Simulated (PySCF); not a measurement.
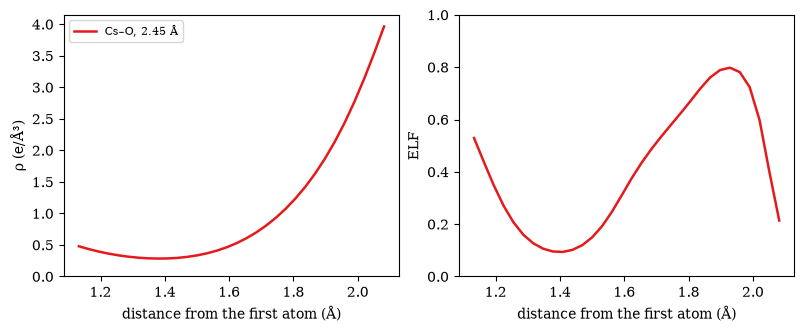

The picture shows: CsO (doublet). Electron density and ELF along straight lines between neighbouring atoms. The curves leave out the atomic cores.

Core potentials replace the inner electrons of Cs.

Level of theory: PBE0/def2-SVPD, non-relativistic Hamiltonian with scalar-relativistic core potentials where named, at a bond length of 2.449 Å (PySCF).

What kind of bonding do the profiles show?

Cs–O (2.45 Å): ρ is about 0.36 e/Å³ halfway, with its minimum of 0.28 e/Å³ about 1.4 Å from Cs; the ELF is about 0.25 at the midpoint and 0.10 at its lowest between the atoms (a closed-shell, largely ionic contact).
